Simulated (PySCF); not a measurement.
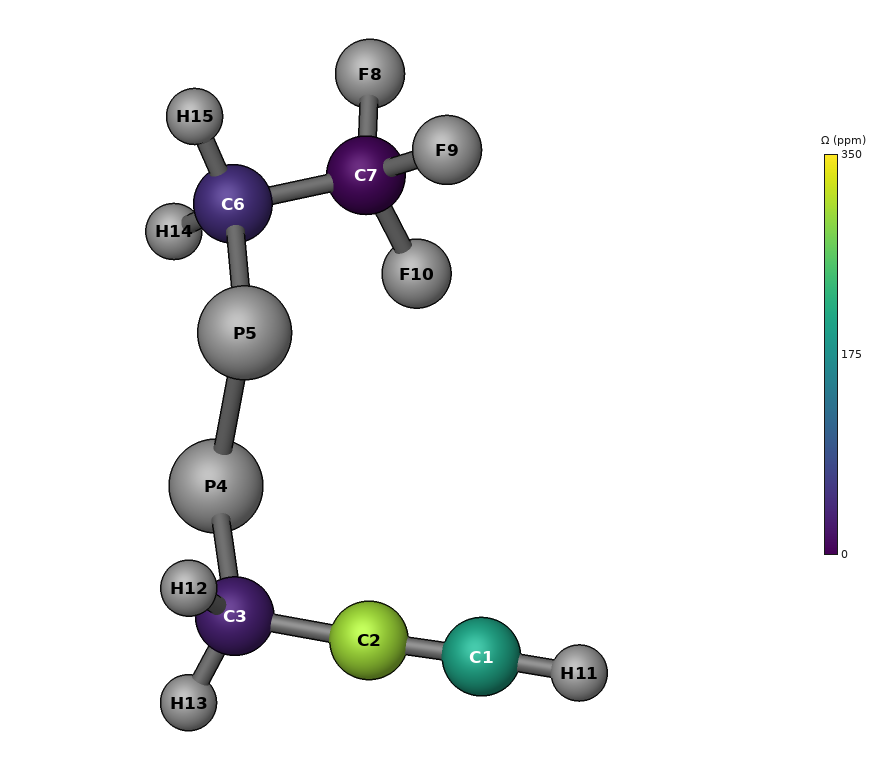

The C atoms are coloured by the span of their shielding tensor. Computed geometry: GFN2-xTB optimisation. No frequency run is at hand to confirm it as a minimum. Method: GIAO PBE0/pcSseg-1 NMR shielding, non-relativistic, gas phase (PySCF 2.14.0). Principal shieldings σ11 ≤ σ22 ≤ σ33, span Ω = σ33 − σ11, skew κ = 3(σiso − σ22)/Ω.

Which C atom has the most anisotropic shielding?

C2, with a span of 300 ppm.

Give the shielding tensors of the C atoms.

```
atom    σ11    σ22    σ33   σiso      Ω      κ
  C1   31.9   45.7  236.8  104.8  205.0   0.86
  C2   −7.5   18.4  292.6  101.2  300.1   0.83
  C3  142.8  166.5  175.6  161.7   32.8  −0.44
  C6  117.9  145.2  166.2  143.1   48.4  −0.13
  C7   49.3   54.3   56.3   53.3    7.1  −0.43
```

Shieldings and span in ppm.

The geometry is semi-empirical. Around P such bond lengths and angles can be off by a tenth of an ångström or more and by several degrees, and values that hang on the shape move with them.
